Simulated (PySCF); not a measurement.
C4H9ClOSi

The calculation's input:

```
{"job": {"kind": "uv", "xc": "wB97X-D", "basis": "def2-SVPD", "nstates": 8, "ntriplets": 3}, "charge": 0, "multiplicity": 1}
C      2.146583     0.072427     0.635786
O      0.754754    -0.139893     0.704406
C      0.247983    -0.895883    -0.351888
C      0.010642    -0.236051    -1.672974
C     -1.146156    -0.538983    -0.752837
Si    -1.877693     0.876993     0.251526
Cl    -3.802240     1.076849    -0.343972
H      2.690300    -0.879275     0.637734
H      2.421376     0.633250    -0.263978
H      2.415498     0.645634     1.520359
H      0.572004    -1.935903    -0.344265
H      0.125307    -0.827501    -2.569108
H      0.311553     0.794710    -1.782232
H     -1.793030    -1.355221    -1.048497
H     -1.883744     0.582121     1.679094
H     -1.200736     2.135671    -0.052461
```

Launched as:

```sh
OMP_NUM_THREADS=1 python probes_run.py task.json out
```

Geometry: GFN2-xTB.

Computed with PySCF, wB97X-D/def2-SVPD, SCF density, gas phase.

### What can the converged electron density and electron localisation function tell about the bonding?

C–O (1.39 Å): the density is about 2.2 e/Å³ at the midpoint, with its minimum of 1.8 e/Å³ about 0.5 Å from C; the ELF peaks at about 0.90 between the atoms, as expected for a shared but strongly polarised pair.
C–C (1.49 Å): ρ is about 1.6 e/Å³ halfway; the ELF peaks at about 0.90 between the atoms, as expected for localised, covalent bonding.
C–Si (1.88 Å): ρ at the midpoint is about 0.96 e/Å³; the ELF peaks at about 0.95 between the atoms (a shared electron pair).
Si–Cl (2.02 Å): ρ at the midpoint is about 0.91 e/Å³; the ELF peaks at about 0.90 between the atoms (a shared but strongly polarised pair).

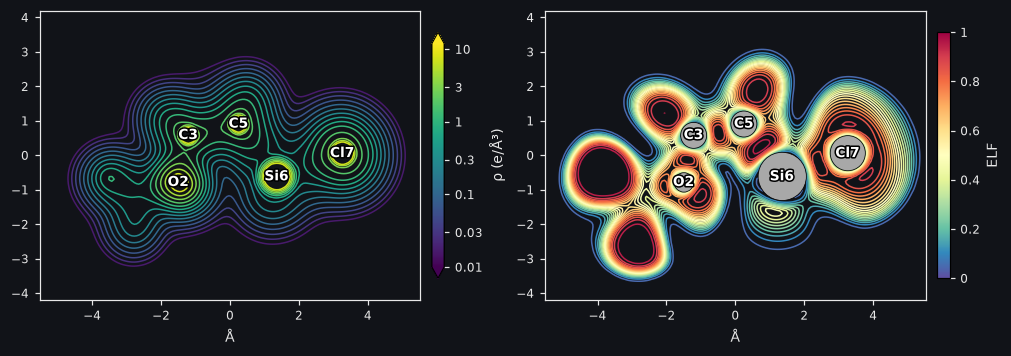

Computed electron density and electron localisation function on the plane of atoms C3, C5 and Si6, in this order. Grey discs cover the atomic cores in the ELF map. 
